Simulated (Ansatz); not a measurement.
**CH2F2Ga (SMILES F[CH2][Ga+][F]) (charge +1): density, localisation and related maps**

```xyz
6

C    -1.7685    0.8482    0.7470
F    -3.4541   -1.4647   -1.6807
F    -2.7409    1.2657    1.5710
Ga   -2.6484   -0.4195   -0.5969
H    -1.0177    0.2446    1.2606
H    -1.3545    1.6601    0.1460
```

Geometry: B3LYP-D3(BJ)/6-311G**.

The calculation used isolated molecule in a Gaussian basis; Kohn-Sham density functional theory, functional PBE0 (Ansatz 0.2.0).

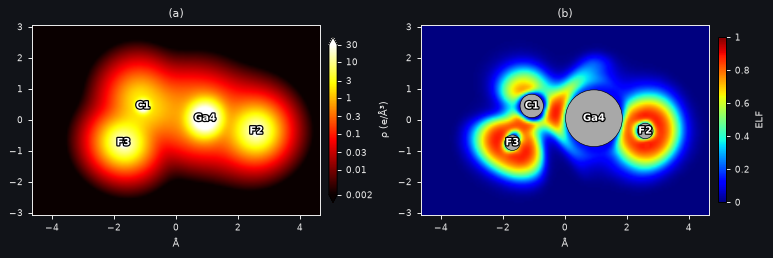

Figure 1. (a) total electron density; (b) electron localisation function on the plane of atoms F3, C1 and Ga4. Grey discs cover the atomic cores in the ELF map.

Q: What do the fields say about this system?

A: The section cuts through C, F and Ga sites.
C–F (1.34 Å): ρ is about 2.3 e/Å³ halfway; the ELF peaks at about 0.85 between the atoms, as expected for a polar covalent bond.
Ga–F (1.71 Å): ρ at the midpoint is about 1 e/Å³; the ELF peaks at about 0.80 in the valence shell of F, 0.5 Å from its nucleus, and is about 0.20 at the midpoint.
C–Ga (2.05 Å): ρ at the midpoint is about 0.71 e/Å³; the ELF peaks at about 0.90 between the atoms, as expected for localised, covalent bonding.
The ELF also peaks beside F3 and F2, away from the bonds: lone-pair regions.

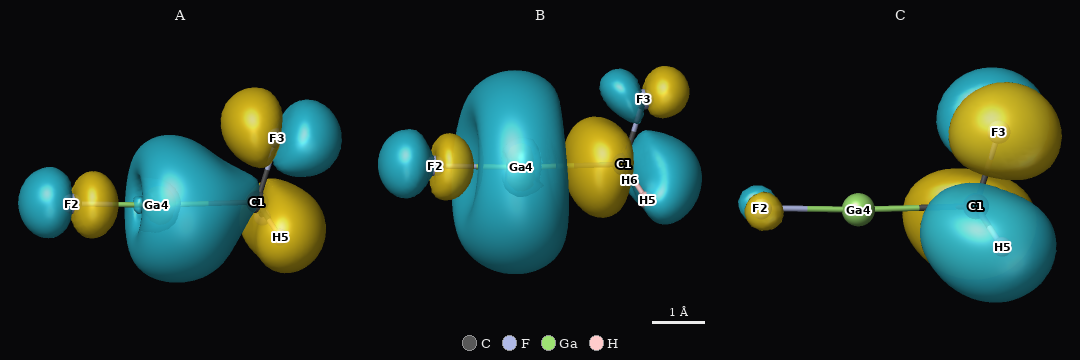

Figure 2. Three frontier orbitals at ±0.08 Å⁻³ᐟ² (yellow and cyan are the two phases), in no order.

Q: Which picture is the HOMO−1, the HOMO and the LUMO?

A: C is the HOMO−1 (−16.60 eV). By Hirshfeld shares it lies mainly on F3 (about 55 %), C1 (about 20 %), H6 (about 10 %) and H5 (about 10 %). A is the HOMO (−15.61 eV). Its weight (Hirshfeld) is mainly on F3 (about 30 %), Ga4 (about 30 %), C1 (about 20 %) and F2 (about 10 %). B is the LUMO (−8.53 eV). It lies mainly on Ga4 (about 50 %), C1 (about 25 %) and F2 (about 15 %).

Q: What is the HOMO–LUMO gap?

A: 7.08 eV between the orbital energies.
